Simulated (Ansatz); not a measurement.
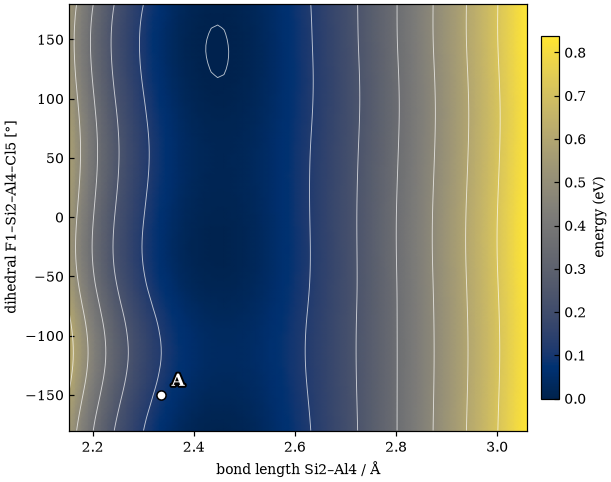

AlCl₂FH₂Si, SMILES F[SiH](Cl)[AlH][Cl]. First axis: bond length Si2–Al4. Second axis: dihedral F1–Si2–Al4–Cl5. Nothing is relaxed (all other coordinates rigid). The grid has 11 × 12 points. All energies are given in eV relative to the lowest grid point. Computed with Ansatz, RKS B3LYP-D4/def2-SVP.

Drawn: a smooth colour map with a few white contour lines, the point A. Between grid points the surface is interpolated.

Question: Is A at rest? If not, where is it pushed?

Answer: A, at bond length Si2–Al4 = 2.335 Å, dihedral F1–Si2–Al4–Cl5 = −150°, is not a stationary point. The computed force is 1.3 eV for each Å towards larger values of bond length Si2–Al4 and 0.001 eV for each degree towards smaller values of dihedral F1–Si2–Al4–Cl5.
